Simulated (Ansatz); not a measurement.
# B2PLYP/cc-pVDZ run of C2H3ClF2 (SMILES CC(F)(F)Cl)

What is the electronic atomisation energy of C2H3ClF2 at B2PLYP/cc-pVDZ? 

The calculation is run with Ansatz 0.2.0.

55 further runs of the same task are left out: 1 that didn't finish, 54 set aside as unsound or not needed. Runs told in other sessions of the task aren't counted.

**1. The structure to begin with**

C2H3ClF2 has 8 atoms, charge 0, and is taken as a singlet. As SMILES, `CC(F)(F)Cl`. The shape is that of a PBE0-D4/def2-TZVP optimisation.

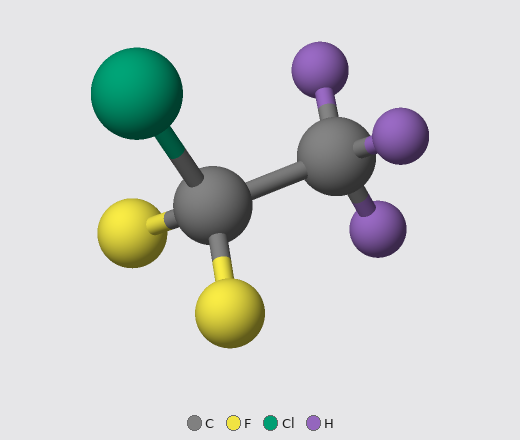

The structure, seen from a chosen angle (carbon grey, fluorine yellow, chlorine teal, hydrogen purple).

**2. The energy at B2PLYP/cc-pVDZ**

Contents of in.yaml:

```yaml
crystal:
  periodic: [false, false, false]
  atoms:
    - {symbol: C, position_ang: [-0.591960, -0.305640, 0.477310]}
    - {symbol: C, position_ang: [0.524930, 0.179790, -0.395910]}
    - {symbol: F, position_ang: [1.713900, 0.014330, 0.206290]}
    - {symbol: F, position_ang: [0.571970, -0.511300, -1.546500]}
    - {symbol: Cl, position_ang: [0.352900, 1.905700, -0.801400]}
    - {symbol: H, position_ang: [-0.600880, 0.257090, 1.409000]}
    - {symbol: H, position_ang: [-0.428120, -1.363800, 0.687730]}
    - {symbol: H, position_ang: [-1.542750, -0.176190, -0.036530]}
basis:
  gaussian:
    orbitals: cc-pVDZ
hamiltonian:
  xc: {name: B2PLYP}
correlation:
  frozen_orbitals: {C: 1, Cl: 5, F: 1, H: 0}
accuracy: high
output: {orbitals: {seedname: orbitals}}
```

Command:

```bash
$ ansatz run in.yaml --threads 1 --pin off --max-ram 3480MiB --events-out events.jsonl --progress --plain --runs-dir runs
```

Log:

```text
Warning: RAYON_NUM_THREADS=1 ignored (pool sized by the plan → 1); use --threads N
Functional definition: B2PLYP
  name "B2PLYP"
  parameter a = 0.53
  parameter c = 0.27
  exchange = (1 - a)*b88_x + a*exact_x
  correlation = (1 - c)*lyp_c + c*(mp2_os + mp2_ss)
2086 factors; integrals over basis functions are off by at most 3.6e-9 eV
mean field evaluation 1: about -20059.1602 eV, gradient 4.0e1 eV
mean field evaluation 2: about -20059.5940 eV, gradient 4.0e1 eV
mean field evaluation 4: about -20062.6543 eV, gradient 4.2e0 eV
mean field evaluation 8: about -20062.6998 eV, gradient 1.3e-1 eV
mean field evaluation 16: about -20062.6998 eV, gradient 2.8e-5 eV
mean field -20062.69981640 eV, -737.2906192663 hartree, gradient 3.6e-8 eV, S^2 0.000000; 0 other end points of the search recorded, 0 dependent functions left out
9 core orbitals not correlated: weight in the atoms' cores, before any rotation towards them, 1.000 or more for the frozen orbitals, at most 0.000 for the correlated occupied ones
reference -20062.69983769 eV, -737.2906200488 hartree; 16, 16 occupied and 64, 64 virtual orbitals, 2086 factors
second order -25.74457262 eV of doubles, -0.00000000 eV of singles
Total energy: -20069.65087230 eV, -737.5460658590 hartree
```

Wall time 13 s (1 thread of Arm Neoverse V1, shared host); peak memory 0.32 GiB.

**3. The C atom, same level**

Contents of run.yaml:

```yaml
crystal:
  periodic: [false, false, false]
  atoms:
    - {symbol: C, position_ang: [0.000000, 0.000000, 0.000000]}
basis:
  gaussian: {orbitals: cc-pVDZ}
magnetization: {spin_polarized: true, initial_magnetization: 2}
hamiltonian: {xc: {name: B2PLYP}}
correlation: {frozen_orbitals: {C: 1}}
accuracy: high
```

Run the same way, it converges to -37.81596 Eh (log not shown).

**4. The Cl atom**

Contents of input.yaml:

```yaml
crystal:
  periodic: [false, false, false]
  atoms:
    - {symbol: Cl, position_ang: [0.000000, 0.000000, 0.000000]}
basis:
  gaussian: {orbitals: cc-pVDZ}
correlation: {frozen_orbitals: {Cl: 5}}
magnetization: {spin_polarized: true, initial_magnetization: 1}
accuracy: high
hamiltonian: {xc: {name: B2PLYP}}
```

Run the same way, it converges to -459.99967 Eh (log not shown).

**5. The F atom**

Contents of molecule.yaml:

```yaml
crystal:
  periodic: [false, false, false]
  atoms:
    - {symbol: F, position_ang: [0.000000, 0.000000, 0.000000]}
basis:
  gaussian:
    orbitals: cc-pVDZ
magnetization:
  spin_polarized: true
  initial_magnetization: 1
hamiltonian:
  xc: {name: B2PLYP}
correlation:
  frozen_orbitals: {F: 1}
accuracy: high
```

Run the same way, it converges to -99.66092 Eh (log not shown).

**6. The H atom, same level**

Contents of in.yaml:

```yaml
crystal:
  periodic: [false, false, false]
  atoms:
    - {symbol: H, position_ang: [0.000000, 0.000000, 0.000000]}
basis:
  gaussian: {orbitals: cc-pVDZ}
magnetization: {spin_polarized: true, initial_magnetization: 1}
hamiltonian: {xc: {name: B2PLYP}}
correlation: {frozen_orbitals: {H: 0}}
accuracy: high
```

Run the same way, it converges to -0.49793 Eh (log not shown).

**7. What came out**

At B2PLYP/cc-pVDZ, 9 core orbitals frozen:

| quantity | value |
| --- | --- |
| molecule: total energy | -737.54607 Eh |
| molecule: HOMO energy (SCF part's orbitals) | -10.48 eV |
| molecule: LUMO energy (SCF part's orbitals) | 2.51 eV |
| molecule: HOMO–LUMO gap (SCF part's orbitals) | 12.99 eV |
| C atom: total energy | -37.81596 Eh |
| C atom: ⟨S²⟩ | 2.004 |
| Cl atom: total energy | -459.99967 Eh |
| Cl atom: ⟨S²⟩ | 0.753 |
| F atom: total energy | -99.66092 Eh |
| F atom: ⟨S²⟩ | 0.751 |
| H atom: total energy | -0.49793 Eh |
| H atom: ⟨S²⟩ | 0.750 |
| electronic atomisation energy | 29.901 eV |

Taking the molecule apart into free atoms costs 29.90 eV (2885 kJ/mol), before zero-point energy and without spin-orbit coupling.
